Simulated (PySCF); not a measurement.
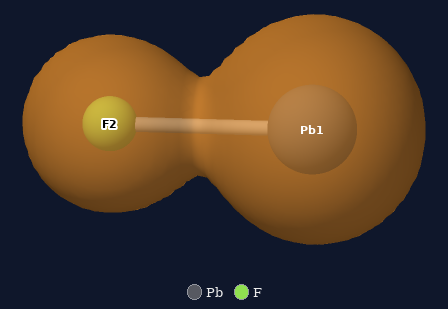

Figure 1: PbF (charge −1, triplet). Isosurface of the electron density at 0.3 e/Å³ (orange), seen from one side.

Core potentials replace the inner electrons of Pb.

Method: PBE0/aug-cc-pVDZ(-PP), non-relativistic Hamiltonian with scalar-relativistic core potentials where named, at a bond length of 2.183 Å (PySCF 2.14.0).

```xyz
2

Pb    0.0000    0.0000   -0.1827
F     0.0000    0.0000    2.0003
```

### Which contacts does the surface bridge?

At this value the surface is in one piece. It bridges the sampled Pb–F (2.18 Å) contact, where the density stays above the isovalue. On the grid the lowest density along these lines, outside the cores, is 0.49 e/Å³ (Pb–F, 2.18 Å).
